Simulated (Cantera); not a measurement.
Input: 1 mol MgO, 0.14 mol H2, at 0.100 bar.

These are equilibrium values from Cantera (NASA tables, ideal gas, pure condensed phases), not measurements of a reactor. Candidate condensed phases: H2O, Mg, MgO, Mg(OH)2; 15 gas species. The tables' values for MgH are old estimates; treat these amounts as uncertain. Rates play no part.

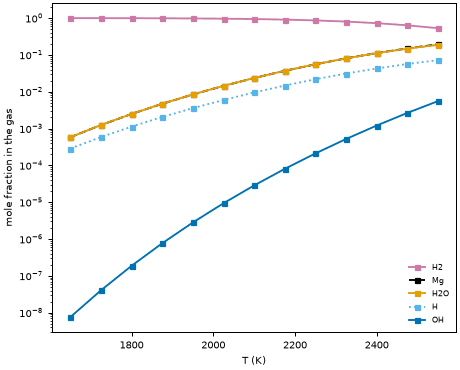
Equilibrium gas composition (values under 1e-9 drawn at 1e-9)

Task: Read off the mole fractions at 2475 K.

Result: H2 about 0.64, Mg about 0.15, H2O about 0.15, H about 0.057, OH about 0.0027.
